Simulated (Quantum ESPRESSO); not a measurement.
# Barium (Im-3m): from the cell to the phonon bands, part 3 of 3

How does Barium (Im-3m) vibrate, and is this structure a minimum?

Quantum ESPRESSO 7.5; DFT LDA, scalar-relativistic, plane waves, PseudoDojo norm-conserving pseudopotentials.

So far. Step 5 (Linear response on the mesh): The acoustic modes at Γ come out as far as 0.3 cm⁻¹ from zero, where they should vanish, a small numerical error. The relaxed cell has a = 4.770 Å (conventional setting).

The database entry behind the starting cell differs from later determinations by our own check (0.1 to 0.3 % short, probably kX units), so it need not match the best structure at ambient conditions.

### 7. Interpolated phonon bands (continued)

Lowest modes at the softest wavevector of the mesh; phase exp(i q.(R + tau)). Modes at q = (0.000, 0.000, 0.250):

```csv
mode,frequency (cm⁻¹)
1,17.7
2,37.0
3,54.9
```

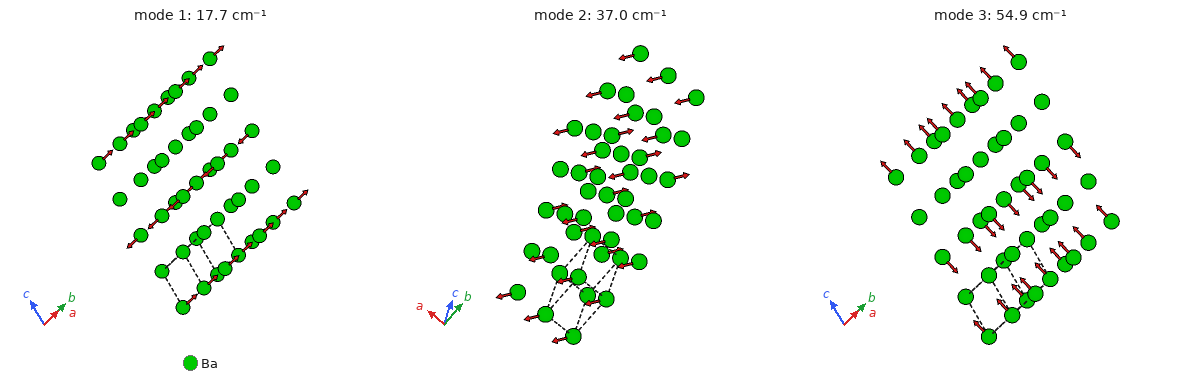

Displacement patterns of modes 1, 2 and 3 at q = (0.000, 0.000, 0.250); arrows are exaggerated. 2×2×4 cells are drawn. The axes are those of the cell as run, not the conventional ones. Some periodic images of atoms are drawn too.

Force constants by pair (phonopy on the run's constants); pairs near half the supercell's span include their periodic images. Pair force constants, by row:

```
atom  neighbour  distance (Å)  third of the trace (eV/Å²)  along the pair's line (eV/Å²)
 Ba1     itself             0                       1.575                              –
 Ba1         Ba         4.131                     -0.1701                        -0.5663
 Ba1         Ba          4.77                     -0.0534                        -0.0831
 Ba1         Ba         6.746                      0.0058                         0.0351
```

Harmonic mean-square displacement, third of the trace. Mean-square displacements:

| T (K) | Ba1 U_eq (Å²) |
| --- | --- |
| 0 | 0.00275 |
| 100 | 0.01153 |
| 300 | 0.03381 |
| 600 | 0.06746 |

Mode patterns, pair constants, displacements and means over the zone were worked out by phonopy from the force constants of q2r.x.

All branches are real along the path.

### 8. Density of states

Sums over the zone need many more wavevectors than were solved, so the interpolation is sampled on a dense mesh.

The input, matdyn.in:

```
&INPUT
  asr    = 'simple'
  flfrc  = 'x.fc'
  dos    = .true.
  fldos  = 'x.dos'
  nk1    = 13
  nk2    = 13
  nk3    = 13
  deltaE = 0.3
/
```

Launch:

```
> matdyn.x -in matdyn.in > matdyn.out
```

Output:

```text
[banner, memory and clock lines left out]
Program MATDYN v.7.5

 mass for atomic type   1 not given; uses mass from file x.fc
     Message from routine matdyn:
     Z* not found in file x.fc, TO-LO splitting at q=0 will be absent!

Note: The following floating-point exceptions are signalling: IEEE_UNDERFLOW_FLAG
```

Run time: 0.79 s. Hardware: 1 thread of Arm Neoverse V2, shared host.

Read from the output:

```yaml
share_of_modes_beyond_3i_cm_minus1_on_the_dense_interpolated_mesh: 0
zero_point_energy_per_atom: 9.82 meV
heat_capacity_at_300_k: 24.80 J/(mol atoms K)
vibrational_entropy_at_300_k: 60.99 J/(mol atoms K)
```

The phonon density of states has structure finer than the step of the table below, so its rows give means over 5 cm⁻¹, whole bins alone (the curve runs from 0 to 83.7 cm⁻¹). Peaks (cm⁻¹: height): 36.9: 0.0547, 54.3: 0.0634, 75.3: 0.129.

Tetrahedra. Table of phonon density of states by wavenumber; means over each step:

```
wavenumber (cm⁻¹)  phonon density of states (1/cm⁻¹/cell)
                5                                  3.5e-4
               10                                 0.00151
               15                                 0.00532
               20                                  0.0134
               25                                  0.0342
               30                                  0.0437
               35                                  0.0502
               40                                  0.0463
               45                                  0.0393
               50                                  0.0451
               55                                  0.0611
               60                                  0.0549
               65                                  0.0418
               70                                  0.0488
               75                                  0.0830
               80                                  0.0297
```

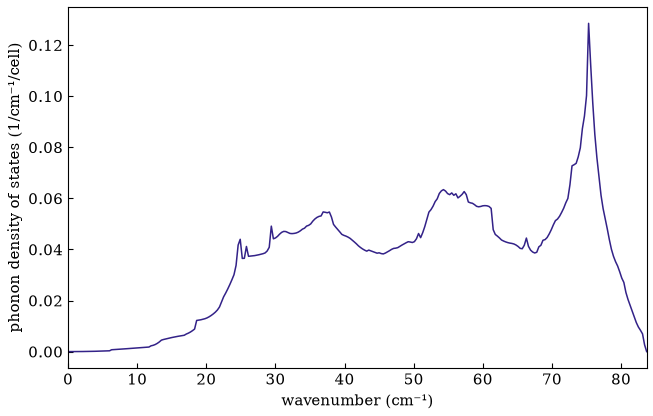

Phonon density of states against wavenumber.

Harmonic thermodynamic functions per atom, summed over the density of states scaled to three modes an atom; melting is ignored. Thermodynamic functions:

| T (K) | F_vib (meV/atom) | S (J/mol-atom/K) | C_V (J/mol-atom/K) |
| --- | --- | --- | --- |
| 0 | 9.82 | 0 | 0 |
| 50 | 5.87 | 18.68 | 20.41 |
| 100 | -8.19 | 34.16 | 23.66 |
| 200 | -53.25 | 50.97 | 24.61 |
| 300 | -111.6 | 60.99 | 24.8 |
| 400 | -178.7 | 68.13 | 24.86 |
| 500 | -252.3 | 73.68 | 24.89 |
| 600 | -331.1 | 78.22 | 24.91 |
| 700 | -414.2 | 82.06 | 24.92 |
| 800 | -501 | 85.39 | 24.92 |
| 900 | -591 | 88.32 | 24.93 |
| 1000 | -684 | 90.95 | 24.93 |

At 300 K the heat capacity has reached 99 % of the Dulong-Petit value.

### 9. The dispersion under another sum rule (asr no)

The sum rule corrects the force constants themselves, so it can shift branches at any wavevector, low ones most.

The input, matdyn.in:

```
&INPUT
  asr              = 'no'
  flfrc            = 'x.fc'
  flfrq            = 'x.freq'
  flvec            = 'x.modes'
  q_in_band_form   = .true.
  q_in_cryst_coord = .true.
/
8
  0.0000000   0.0000000   0.0000000   8  ! GAMMA
  0.5000000   0.5000000  -0.5000000   8  ! H
  0.5000000  -0.0000000  -0.5000000   8  ! N
  0.0000000   0.0000000   0.0000000   8  ! GAMMA
  0.7500000   0.2500000  -0.2500000   8  ! P
  0.5000000   0.5000000  -0.5000000   1  ! H
  0.7500000   0.2500000  -0.2500000   8  ! P
  0.5000000  -0.0000000  -0.5000000   1  ! N
```

Launch:

```
> matdyn.x -in matdyn.in > matdyn.out
```

Output:

```text
[banner, memory and clock lines left out]
Program MATDYN v.7.5

 mass for atomic type   1 not given; uses mass from file x.fc
     Message from routine matdyn:
     Z* not found in file x.fc, TO-LO splitting at q=0 will be absent!
     Message from routine matdyn:
     Z* not found in file x.fc, TO-LO splitting at q=0 will be absent!

Note: The following floating-point exceptions are signalling: IEEE_UNDERFLOW_FLAG
```

Elapsed: 0.45 s, on 1 thread.

Numbers from this step:

| Item | Value |
| --- | --- |
| lowest frequency on the path | 0.2826 cm⁻¹ |

At the labelled points the branches move by no more than 0.4 cm⁻¹.

### 10. Results

* space group after relaxation: Im-3m
* volume per atom: 54.3 Å³
* q mesh: 4×4×4
* lowest mode on the q mesh (acoustic ones at the zone centre apart): 17.7 cm⁻¹
* zero-point energy per atom: 9.82 meV
* heat capacity at 300 K: 24.8 J/(mol atoms K)
* vibrational entropy at 300 K: 61.0 J/(mol atoms K)
* imaginary modes on the q mesh: none

What this shows: Barium (Im-3m) is dynamically stable on the 4×4×4 mesh; its spectrum reaches 84 cm⁻¹. These are harmonic frequencies at zero temperature: anharmonic shifts and linewidths and thermal expansion are left out. Spin-orbit coupling is left out, which can matter for the heavy elements here. In a metal the frequencies hang on the k mesh and the smearing, most of all near Kohn anomalies.

[Host names and launcher messages were left out of these logs when they were recorded.]

[Logs are printed without paths, hosts, clocks, repeated set-up lines and the standing remarks that a program may print on its own settings, such as how far it seeks lower states.]

[Hosts, paths, dates, database ids (printed as entryN), source tags and the programs' standing remarks are cut or masked in the printed files.]
